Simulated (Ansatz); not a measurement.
Base system: SrTiO₃ in the cubic perovskite structure (space group Pm-3m, No. 221; a = 3.936 Å).

One thing is altered: every lattice vector is stretched by 3.00 %, atoms relaxed at fixed cell.

Computed with PBE (Ansatz, a quantum-chemistry and plane-wave program; PAW; 420 eV plane waves; no SOC).

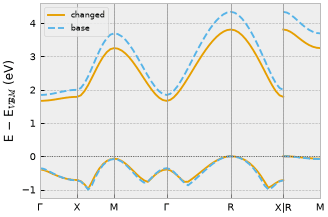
Figure: Highest valence and lowest conduction band along the path, each from its own valence-band maximum

The gap is 1.66 eV, indirect, R → Γ; the base has 1.84 eV.

The cells carry an imposed strain or load. Whether these cells are dynamically stable was not tested. All final runs are without spin polarisation. Many cubic perovskites are stable only at high temperature; tilts and polar distortions were not tested.
